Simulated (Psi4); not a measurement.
# InH3 (SMILES [H][In]([H])[H]) at MP2.5/def2-TZVPD (fitted SCF, core potential)

Aim: the vertical singlet–triplet gap of InH3 at MP2.5/def2-TZVPD (fitted SCF, core potential), from 2 runs. 

Program for the calculation: Psi4 1.11.

5 further runs of the same task are left out: 3 for a known fault of the program, 2 that didn't finish.

## 1. The system as given

InH3: 4 atoms, total charge 0, spin state singlet. SMILES: `[H][In]([H])[H]`. The shape comes from GFN2-xTB, which is rough for such elements, and wasn't checked as a minimum.

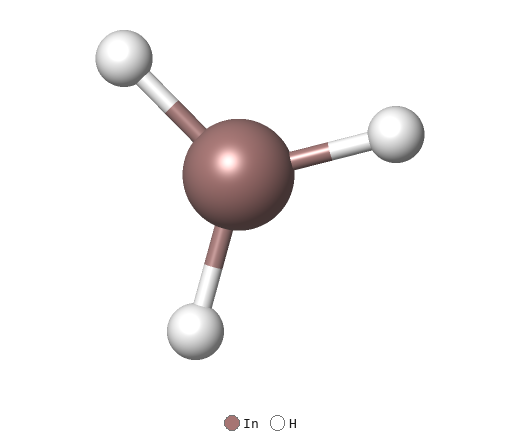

The structure, seen from a chosen angle (indium brown, hydrogen white).

## 2. A single-point energy at MP2.5/def2-TZVPD (fitted SCF, core potential)

Contents of calc.dat:

```
memory 1600 MB

molecule {
  0 1
  In
  H 1 r2
  H 1 r3 2 a3
  H 1 r4 2 a4 3 d4

  r2 = 1.71856
  r3 = 1.718778
  a3 = 119.97745
  r4 = 1.718048
  a4 = 120.12799
  d4 = -179.91513
  units angstrom
}

set basis def2-TZVPD
set reference rhf
set num_frozen_docc 4
set mp_type conv

e_tot, wfn = energy('mp2.5', return_wfn=True)
print_variables()
```

Command:

```sh
$ psi4 -i calc.dat -o calc.out -n 1
```

calc.out, shortened:

```text
[...]
    !!!  WARNING: ECP capability is in beta. Please check occupations closely.  !!!
[...]
  Running in c1 symmetry.
[...]
  Nuclear repulsion =   19.933363529134791
[...]
  Multiplicity = 1
[...]
  Nalpha       = 12
  Nbeta        = 12
[...]
    Number of basis functions: 83
[...]
   @RHF iter   1:  -190.87195634511735   -1.08947e+00   3.98475e-03 DIIS/ADIIS
[...]
   @RHF iter   9:  -190.91357737023355   -2.55795e-12   3.60836e-09 DIIS
[...]
    Orbital Energies [Eh]
    ---------------------
    Doubly Occupied:
       1A     -5.381845     2A     -3.643688     3A     -3.633283
       4A     -3.633276     5A     -1.031890     6A     -1.023564
       7A     -1.023554     8A     -1.019334     9A     -1.019295
      10A     -0.561799    11A     -0.406510    12A     -0.406212
[...]
  @RHF Final Energy:  -190.91357737023355
   => Energetics <=
    Nuclear Repulsion Energy =             19.9333635291347910
    One-Electron Energy =                -376.1253788370901248
    Two-Electron Energy =                 165.2784379377217761
    Total Energy =                       -190.9135773702335541
[...]
 Multipole Moments:
 ------------------------------------------------------------------------------------
     Multipole            Electronic (a.u.)      Nuclear  (a.u.)        Total (a.u.)
 ------------------------------------------------------------------------------------
 L = 1.  Multiply by 2.5417464519 to convert [e a0] to [Debye]
 Dipole X            :          0.0046195           -0.0033063            0.0013132
 Dipole Y            :         -0.0065211            0.0043480           -0.0021731
 Dipole Z            :          0.0056057           -0.0038885            0.0017172
 Magnitude           :                                                    0.0030653
[...]
	SCS-MP2 Total Energy (a.u.)        :  -191.19099554964308
	SOS-MP2 Total Energy (a.u.)        :  -191.18202139752455
	SCSN-MP2 Total Energy (a.u.)       :  -191.06999046758068
[...]
	SOS-PI-MP2 Total Energy (a.u.)     :  -191.20267093808539
[...]
	MP2 Total Energy (a.u.)            :  -191.20894385388013
[...]
```

Wall time 7.5 s (1 thread of Intel Xeon Platinum 8259CL at 2.50GHz (Skylake/Cascade Lake), shared host); peak memory 0.62 GiB.

## 3. The triplet at the same level

Contents of h3in.json:

```json
{
  "schema_name": "qcschema_input",
  "schema_version": 1,
  "molecule": {
    "schema_name": "qcschema_molecule",
    "schema_version": 2,
    "symbols": ["In", "H", "H", "H"],
    "geometry": [0.00120942, -0.0013984, -0.00102045, 3.24830693, -0.05251549, 0.0255302, -1.57699535, 2.8372348, -0.03359933, -1.672521, -2.78333981, 0.00908958],
    "molecular_charge": 0,
    "molecular_multiplicity": 3
  },
  "driver": "energy",
  "model": {
    "method": "mp2.5",
    "basis": "def2-TZVPD"
  },
  "keywords": {
    "reference": "uhf",
    "num_frozen_docc": 4,
    "mp_type": "conv"
  }
}
```

Command:

```sh
$ psi4 --qcschema h3in.json -n 1 --memory 1600MB
```

stdout, shortened:

```text
[...]
  Running in c1 symmetry.
[...]
  Nuclear repulsion =   19.933362397008178
[...]
  Multiplicity = 3
[...]
  Nalpha       = 13
  Nbeta        = 11
[...]
    Number of basis functions: 83
[...]
   @UHF iter   1:  -190.66960719190214   -8.93413e-01   4.37448e-03 DIIS/ADIIS
[...]
   @UHF iter  19:  -190.74507374634530   -1.39266e-12   2.74976e-09 DIIS
[...]
   @S^2 Observed:                2.008328321E+00
[...]
    Orbital Energies [Eh]
    ---------------------
    Alpha Occupied:
       1A     -5.398748     2A     -3.660057     3A     -3.652161
       4A     -3.647535     5A     -1.061267     6A     -1.043343
       7A     -1.040995     8A     -1.033854     9A     -1.029824
      10A     -0.701877    11A     -0.514188    12A     -0.419329
      13A     -0.211655
    Alpha Virtual:
      14A      0.034275    15A      0.053797    16A      0.069759
      17A      0.080545    18A      0.087534    19A      0.088191
      20A      0.094028    21A      0.104387    22A      0.123678
      23A      0.139038    24A      0.197938    25A      0.211543
[...]
  @UHF Final Energy:  -190.74507374634530
   => Energetics <=
    Nuclear Repulsion Energy =             19.9333623970081781
    One-Electron Energy =                -375.5005970253406531
    Two-Electron Energy =                 164.8221608819871733
    Total Energy =                       -190.7450737463452981
  UHF NO Occupations:
  HONO-2 :   11  A 1.9969879
  HONO-1 :   12  A 1.0000000
[...]
 Multipole Moments:
 ------------------------------------------------------------------------------------
     Multipole            Electronic (a.u.)      Nuclear  (a.u.)        Total (a.u.)
 ------------------------------------------------------------------------------------
 L = 1.  Multiply by 2.5417464519 to convert [e a0] to [Debye]
 Dipole X            :         -0.4341718           -0.0038454           -0.4380172
 Dipole Y            :          0.7818207            0.0044313            0.7862520
 Dipole Z            :         -0.0089945            0.0032446           -0.0057500
 Magnitude           :                                                    0.9000469
[...]
	SCS-MP2 Total Energy (a.u.)        :  -191.01140243200527
	SOS-MP2 Total Energy (a.u.)        :  -190.99904021938909
	SCSN-MP2 Total Energy (a.u.)       :  -190.91349568877976
[...]
	SOS-PI-MP2 Total Energy (a.u.)     :  -191.01857610193090
[...]
	MP2 Total Energy (a.u.)            :  -191.03612685723772
[...]
```

The result, in JSON:

```text
{
 "driver": "energy",
 "model": {
  "method": "mp2.5",
  "basis": "def2-TZVPD"
 },
 "success": true,
 "return_result": -191.03703508474726,
 "properties": {
  "calcinfo_nbasis": 83,
  "calcinfo_nmo": 83,
  "calcinfo_nalpha": 13,
  "calcinfo_nbeta": 11,
  "calcinfo_natom": 4,
  "nuclear_repulsion_energy": 19.933362397008178,
  "return_energy": -191.03703508474726,
  "scf_one_electron_energy": -375.50059702534065,
  "scf_two_electron_energy": 164.82216088198717,
  "scf_dipole_moment": [-0.4380172358113342, 0.7862520139358133, -0.0057499549816009896],
  "scf_total_energy": -190.7450737463453,
  "scf_iterations": 19,
  "mp2_same_spin_correlation_energy": -0.095694285474129,
  "mp2_opposite_spin_correlation_energy": -0.1953588254182933,
  "mp2_singles_energy": 0.0,
  "mp2_doubles_energy": -0.2910531108924223,
  "mp2_correlation_energy": -0.29105311089242036,
  "mp2_total_energy": -191.03612685723772
 }
}
```

Run time: 14 s. Hardware: 1 thread of Intel Xeon Platinum 8259CL at 2.50GHz (Skylake/Cascade Lake), shared host; peak memory 0.64 GiB.

## 4. What came out

Level: MP2.5/def2-TZVPD (fitted SCF, core potential), 4 core orbitals frozen.

| quantity | value |
| --- | --- |
| singlet: total energy | -191.21182 Eh |
| singlet: HOMO energy (Hartree–Fock orbitals) | -11.05 eV |
| singlet: LUMO energy (Hartree–Fock orbitals) | 0.44 eV |
| singlet: HOMO–LUMO gap (Hartree–Fock orbitals) | 11.50 eV |
| singlet: correlation energy (4 core orbitals frozen) | -298.2 mEh |
| triplet: total energy | -191.03704 Eh |
| triplet: HOMO energy (Hartree–Fock orbitals) (highest over α and β) | -5.76 eV |
| triplet: LUMO energy (Hartree–Fock orbitals) (lowest over α and β) | -2.96 eV |
| triplet: correlation energy (4 core orbitals frozen) | -292.0 mEh |
| triplet: ⟨S²⟩ of the reference determinant | 2.008 |
| vertical energy of the triplet above the singlet | 4.756 eV |

What this shows: At this shape the triplet lies 4.76 eV (110 kcal/mol) above the singlet.
